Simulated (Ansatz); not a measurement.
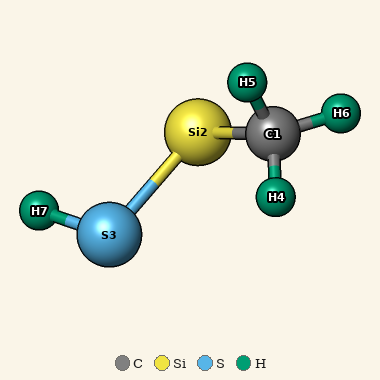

The system is CH4SSi, SMILES C[Si]S; the picture shows the grid point nearest to the relaxed geometry. Two internal coordinates are moved rigidly from the geometry relaxed at PBE0-D4/def2-TZVP, all others fixed. First axis: angle H4–C1–Si2. Second axis: torsion C1–Si2–S3–H7. Grid: 7 × 7 points. Points are written as (first, second). Energies are in kcal/mol, from the lowest grid point. The calculation used RHF-CCSD(T), frozen core/def2-TZVPP (Ansatz).

Its coordinates:

```tsv
atom	x (Å)	y (Å)	z (Å)
C	-0.8329	0.6199	-0.2593
Si	0.5246	0.2217	1.0094
S	1.3279	-1.4478	-0.0438
H	-1.1827	-0.2186	-0.8651
H	-0.4165	1.3748	-0.9404
H	-1.6866	1.0892	0.2370
H	2.5510	-1.4080	0.5122
```

Range: angle H4–C1–Si2 from 86 to 146°; torsion C1–Si2–S3–H7 from −152 to 157°.

What will the energy surface look like?

Answer. The lowest grid point is at (116°, 157°). The bottom of the well lies between grid points, at about (116°, 175°), about 1.6 kcal/mol lower on the interpolated surface. There is a further well near (116°, 3°) (1.3 kcal/mol above the lowest at that grid point). The highest grid point, (146°, −100°), lies 30.5 kcal/mol above the lowest. On the interpolated surface the easiest way out of the lowest well to the well at (116°, 3°) passes a barrier of about 17 kcal/mol, counted from the interpolated bottom of the well. Round the minimum the two coordinates are nearly uncoupled.

```csv
"torsion C1–Si2–S3–H7 ↓, angle H4–C1–Si2 →",86,96,106,116,126,136,146
157,13.6,6.0,1.5,0.0,1.5,6.0,13.5
105,26.0,18.9,14.8,13.8,15.6,20.4,28.1
54,21.5,14.7,10.8,9.9,12.0,17.1,25.2
3,14.8,7.2,2.7,1.3,2.9,7.7,15.5
−49,21.2,13.6,9.0,7.6,9.2,13.8,21.4
−100,26.8,20.0,16.1,15.3,17.4,22.5,30.5
−152,14.7,7.5,3.3,2.1,4.0,8.9,16.8
```

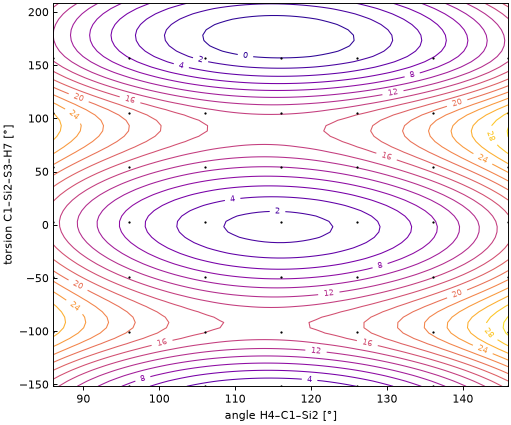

In the figure: contour lines labelled in kcal/mol, dots at the grid points. Between grid points the surface is interpolated.
